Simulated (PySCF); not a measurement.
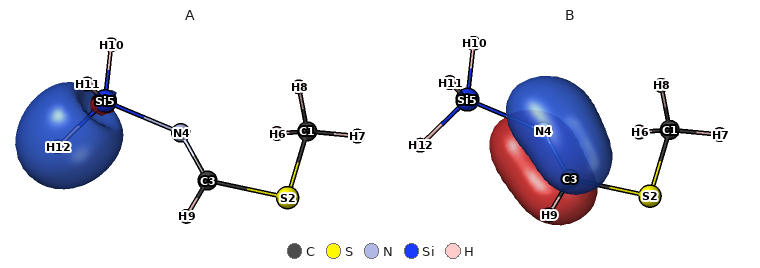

Figure 1: C2H7NSSi, SMILES `CS/C=N/[SiH3]`. Intrinsic bond orbitals (IBO), occupied; each surface holds about 80 % of the orbital's density. Energies are diagonal elements of the Fock matrix.

Level of theory: HF/cc-pVDZ (PySCF), at a geometry from GFN2-xTB. No frequency check shows the geometry to be a minimum. GFN2-xTB bond lengths at metals and heavier atoms can be off by up to 0.1 Å and shapes distorted, which carries into these values.

Geometry (Å), atoms numbered from 1:

```
C1       1.8262    1.2801   -0.0023
S2       1.8623   -0.5313    0.0002
C3       0.1532   -0.8563    0.0011
N4      -0.6888    0.0680    0.0002
Si5     -2.4072    0.1413    0.0011
H6       1.3043    1.6134   -0.8857
H7       2.8541    1.6251    0.0007
H8       1.2975    1.6153    0.8923
H9      -0.0369   -1.9313    0.0020
H10     -2.6479    1.5821   -0.0008
H11     -2.9661   -0.4990    1.1829
H12     -2.9570   -0.5016   -1.2043
```

Q: Name the orbitals, with their atomic make-up and energies.

A: By panel:
- A: σ bond H12–Si5 (H12 58 %, Si5 41 %; −14.9 eV)
- B: π bond N4–C3 (N4 61 %, C3 37 %; −12.9 eV)
